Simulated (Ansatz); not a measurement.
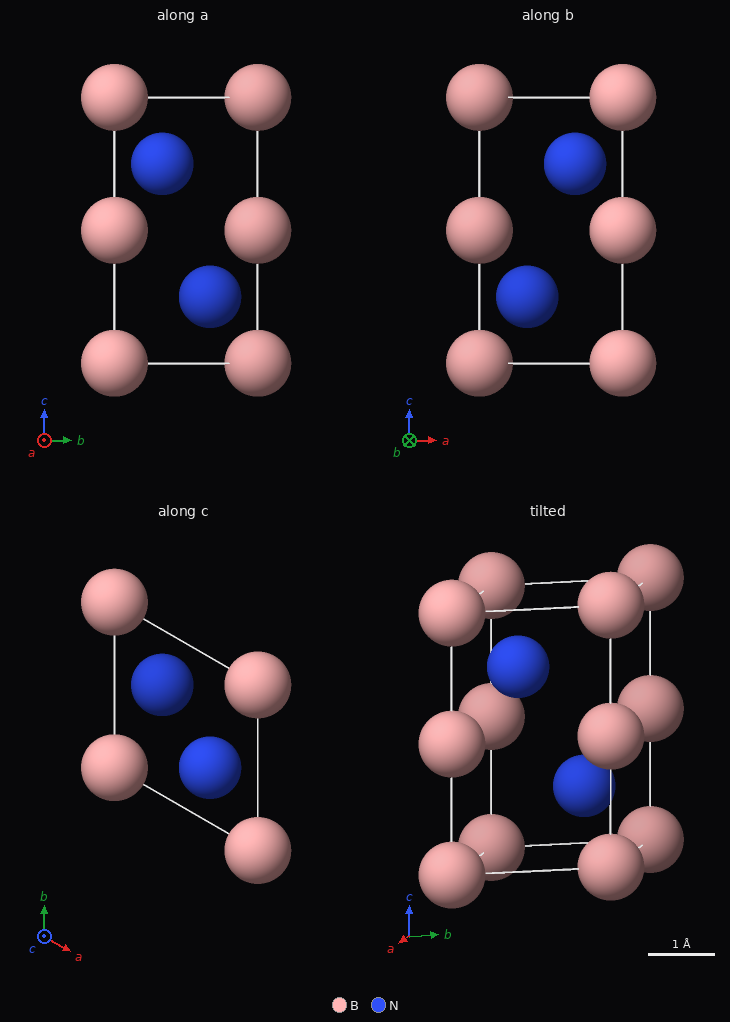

Drawn in the spheres-only manner and seen along the a axis, along the b axis, along the c axis and slightly off an axis. The parallelepiped is the conventional unit cell.

Lattice parameters: a = 2.5322 Å, b = 2.5322 Å, c = 4.0667 Å, α = 90.000°, β = 90.000°, γ = 120.000°.

> Give the structure in the form of a CIF with its space group and independent sites.

```cif
data_structure
_symmetry_space_group_name_H-M 'P 63/m m c'
_symmetry_Int_Tables_number 194
_cell_length_a 2.5322
_cell_length_b 2.5322
_cell_length_c 4.0667
_cell_angle_alpha 90.000
_cell_angle_beta 90.000
_cell_angle_gamma 120.000
_cell_volume 22.58
loop_
_atom_site_label
_atom_site_type_symbol
_atom_site_symmetry_multiplicity
_atom_site_Wyckoff_symbol
_atom_site_fract_x
_atom_site_fract_y
_atom_site_fract_z
_atom_site_occupancy
B1 B 2 a 0.0000 0.0000 0.0000 1
N1 N 2 c 0.3333 0.6667 0.2500 1
```

Its origin is a structure type filled with these elements by a generator (whether the compound takes this form wasn't checked). Earlier steps of the study may have refined or changed the cell and positions. An electronic-structure calculation with Ansatz was run on it.
